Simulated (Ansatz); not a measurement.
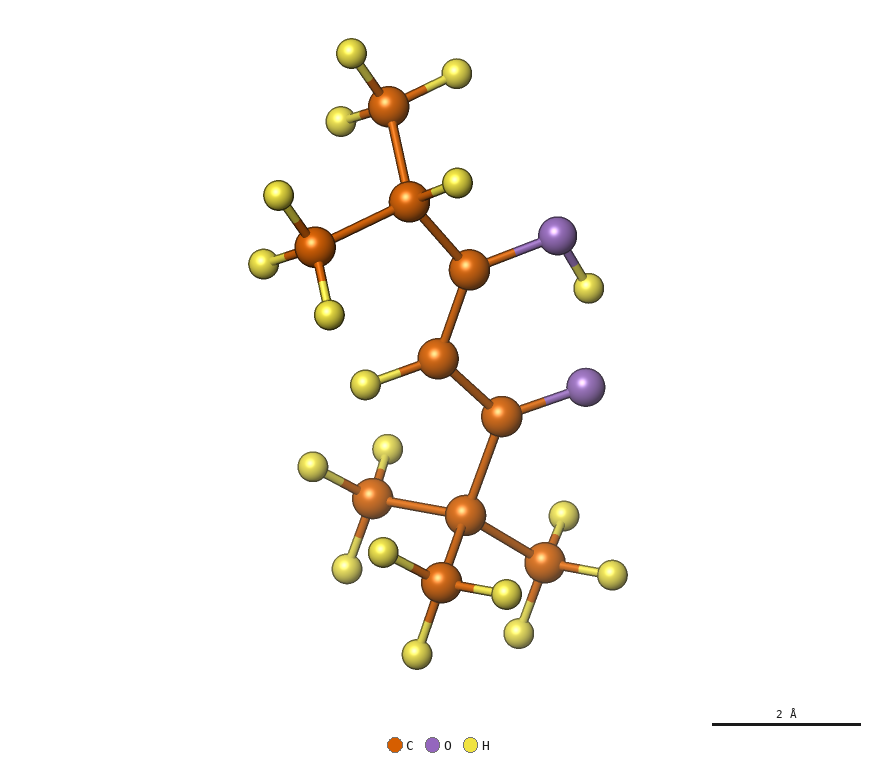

The structure as it stands in the input.

Ansatz 0.2.0 input:

```yaml
crystal:
  periodic: [false, false, false]
  atoms:
    - {symbol: C, position_ang: [-3.671873, -0.512591, -0.830539]}
    - {symbol: C, position_ang: [-2.865602, 0.213907, 0.247299]}
    - {symbol: C, position_ang: [-2.752218, -0.619142, 1.511214]}
    - {symbol: C, position_ang: [-1.547869, 0.645363, -0.322351]}
    - {symbol: O, position_ang: [-1.656084, 1.535556, -1.281547]}
    - {symbol: C, position_ang: [-0.327624, 0.173178, 0.072860]}
    - {symbol: C, position_ang: [0.865359, 0.644785, -0.568341]}
    - {symbol: O, position_ang: [0.810800, 1.485942, -1.480935]}
    - {symbol: C, position_ang: [2.218384, 0.104167, -0.119082]}
    - {symbol: C, position_ang: [3.328987, 0.739111, -0.943717]}
    - {symbol: C, position_ang: [2.418898, 0.440590, 1.361250]}
    - {symbol: C, position_ang: [2.236934, -1.414582, -0.312406]}
    - {symbol: H, position_ang: [-3.766105, 0.097411, -1.728963]}
    - {symbol: H, position_ang: [-3.185904, -1.453680, -1.102071]}
    - {symbol: H, position_ang: [-4.673093, -0.743039, -0.460333]}
    - {symbol: H, position_ang: [-3.393188, 1.146763, 0.483368]}
    - {symbol: H, position_ang: [-2.182224, -0.105273, 2.287928]}
    - {symbol: H, position_ang: [-2.271435, -1.580598, 1.311775]}
    - {symbol: H, position_ang: [-3.747946, -0.828376, 1.907127]}
    - {symbol: H, position_ang: [-0.700620, 1.716535, -1.578259]}
    - {symbol: H, position_ang: [-0.269714, -0.554334, 0.866067]}
    - {symbol: H, position_ang: [3.206745, 0.521838, -2.005782]}
    - {symbol: H, position_ang: [3.335166, 1.824083, -0.830537]}
    - {symbol: H, position_ang: [4.296741, 0.349595, -0.618018]}
    - {symbol: H, position_ang: [3.395783, 0.076744, 1.690596]}
    - {symbol: H, position_ang: [2.387206, 1.520176, 1.526522]}
    - {symbol: H, position_ang: [1.658052, -0.021216, 1.993347]}
    - {symbol: H, position_ang: [2.071821, -1.679565, -1.359483]}
    - {symbol: H, position_ang: [3.211227, -1.810111, -0.013309]}
    - {symbol: H, position_ang: [1.473797, -1.913738, 0.287620]}
basis:
  gaussian: {orbitals: def2-mTZVP, final_grid: {core_spheres: 8, valence_spheres: 7, degree: 23}}
hamiltonian: {xc: {name: B3LYP}, dispersion: d3bj}
scf: {lower_state_search: light}
output: {forces: true}
```

It was started with:

```sh
ansatz run in.yaml --threads 11 --pin off --events-out ev --progress --plain --max-ram 166912MiB --backend cuda --devices 0, --max-vram 75GiB
```

Output:

```
Functional definition: B3LYP
  name "B3LYP"
  cite "Stephens, Devlin, Chabalowski & Frisch, J. Phys. Chem. 98, 11623 (1994) doi:10.1021/j100096a001"
  cite "Becke, Phys. Rev. A 38, 3098 (1988) doi:10.1103/PhysRevA.38.3098"
  cite "Lee, Yang & Parr, Phys. Rev. B 37, 785 (1988) doi:10.1103/PhysRevB.37.785"
  cite "Vosko, Wilk & Nusair, Can. J. Phys. 58, 1200 (1980) doi:10.1139/p80-159"
  parameter a0 = 0.2
  parameter ax = 0.72
  parameter ac = 0.81
  exchange = (1 - a0 - ax)*slater_x + ax*b88_x + a0*exact_x
  correlation = (1 - ac)*vwn_rpa_c + ac*lyp_c
2829 factors; integrals over basis functions are off by at most 1.3e-3 eV
mean field evaluation 1: about -14736.1325 eV, gradient 1.1e2 eV
mean field evaluation 2: about -14721.5886 eV, gradient 1.3e2 eV
mean field evaluation 4: about -14762.5342 eV, gradient 1.1e1 eV
mean field evaluation 8: about -14763.1788 eV, gradient 1.0e0 eV
mean field evaluation 16: about -14763.1811 eV, gradient 3.0e-4 eV
mean field -14763.18113008 eV, -542.5368996867 hartree, gradient 8.2e-5 eV, S^2 0.000000; 0 other end points of the search recorded, 0 dependent functions left out
the calculation of the forces begins
reference -14763.18143755 eV, -542.5369109862 hartree; 47, 47 occupied and 245, 245 virtual orbitals, 2829 factors
Total energy: -14764.57233345 eV, -542.5880254677 hartree
Atom 0 at    -3.671873    -0.512591    -0.830539 Å, force    -0.122657    -0.089106    -0.142819 eV/Å
Atom 1 at    -2.865602     0.213907     0.247299 Å, force    -0.099208     0.165538     0.043839 eV/Å
Atom 2 at    -2.752218    -0.619142     1.511214 Å, force    -0.005330    -0.107867     0.178938 eV/Å
Atom 3 at    -1.547869     0.645363    -0.322351 Å, force     0.036077    -0.301097     0.362735 eV/Å
Atom 4 at    -1.656084     1.535556    -1.281547 Å, force    -0.092336     0.357008    -0.376958 eV/Å
Atom 5 at    -0.327624     0.173178     0.072860 Å, force     0.003283    -0.082462     0.063766 eV/Å
Atom 6 at     0.865359     0.644785    -0.568341 Å, force     0.016159    -0.372615     0.410405 eV/Å
Atom 7 at     0.810800     1.485942    -1.480935 Å, force     0.090999     0.422654    -0.468678 eV/Å
Atom 8 at     2.218384     0.104167    -0.119082 Å, force    -0.018122    -0.012587     0.019996 eV/Å
Atom 9 at     3.328987     0.739111    -0.943717 Å, force     0.185165     0.112870    -0.139998 eV/Å
Atom 10 at     2.418898     0.440590     1.361250 Å, force     0.044775     0.034563     0.183296 eV/Å
Atom 11 at     2.236934    -1.414582    -0.312406 Å, force     0.018912    -0.201807    -0.018492 eV/Å
Atom 12 at    -3.766105     0.097411    -1.728963 Å, force    -0.010561    -0.041013     0.032324 eV/Å
Atom 13 at    -3.185904    -1.453680    -1.102071 Å, force    -0.026758     0.027223    -0.009140 eV/Å
Atom 14 at    -4.673093    -0.743039    -0.460333 Å, force     0.020197    -0.000399    -0.028403 eV/Å
Atom 15 at    -3.393188     1.146763     0.483368 Å, force     0.003319    -0.044643     0.000473 eV/Å
Atom 16 at    -2.182224    -0.105273     2.287928 Å, force    -0.026816    -0.029794    -0.019486 eV/Å
Atom 17 at    -2.271435    -1.580598     1.311775 Å, force    -0.028479     0.023701     0.036978 eV/Å
Atom 18 at    -3.747946    -0.828376     1.907127 Å, force     0.038094     0.001674     0.006721 eV/Å
Atom 19 at    -0.700620     1.716535    -1.578259 Å, force    -0.084686     0.123951    -0.118178 eV/Å
Atom 20 at    -0.269714    -0.554334     0.866067 Å, force    -0.002232     0.057493    -0.057338 eV/Å
Atom 21 at     3.206745     0.521838    -2.005782 Å, force     0.026211     0.005179     0.046562 eV/Å
Atom 22 at     3.335166     1.824083    -0.830537 Å, force     0.015776    -0.049471    -0.009016 eV/Å
Atom 23 at     4.296741     0.349595    -0.618018 Å, force    -0.020683     0.029814    -0.026887 eV/Å
Atom 24 at     3.395783     0.076744     1.690596 Å, force    -0.037717     0.021835     0.022627 eV/Å
Atom 25 at     2.387206     1.520176     1.526522 Å, force     0.002272    -0.042970     0.010555 eV/Å
Atom 26 at     1.658052    -0.021216     1.993347 Å, force     0.056309     0.036824     0.013512 eV/Å
Atom 27 at     2.071821    -1.679565    -1.359483 Å, force     0.006046    -0.005936     0.043045 eV/Å
Atom 28 at     3.211227    -1.810111    -0.013309 Å, force    -0.043101    -0.012765    -0.019826 eV/Å
Atom 29 at     1.473797    -1.913738     0.287620 Å, force     0.055094    -0.025796    -0.040550 eV/Å
Dipole moment:    -0.082881    -0.412353     0.447104 e Å
```

The run converged.
